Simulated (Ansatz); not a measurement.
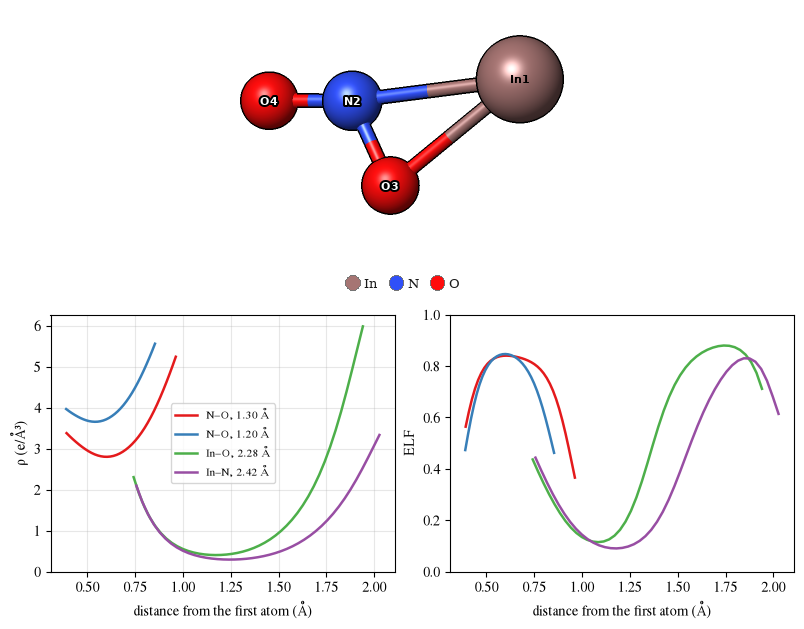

Figure. InNO2 (SMILES O=[N+]1[O+]=[In-2]1). Electron density and electron localisation function along straight lines between neighbouring atoms. The curves leave out the atomic cores. The structure is drawn too.

Geometry: r2SCAN-D4/def2-SVP; core potentials replace the inner electrons of In.

Theory: isolated molecule in a Gaussian basis; Kohn-Sham density functional theory, functional PBE0 (Ansatz).

Q: What can be read from the curves?

A: N–O (1.30 Å): the density is about 2.8 e/Å³ at the midpoint; the ELF peaks at about 0.85 between the atoms, as expected for a covalent bond.
N–O (1.20 Å): the density is about 3.7 e/Å³ at the midpoint; the ELF peaks at about 0.85 between the atoms, as expected for a covalent bond.
In–O (2.28 Å): ρ at the midpoint is about 0.41 e/Å³; the ELF is about 0.15 at the midpoint.
In–N (2.42 Å): the density is about 0.3 e/Å³ at the midpoint; the ELF is about 0.10 at the midpoint.
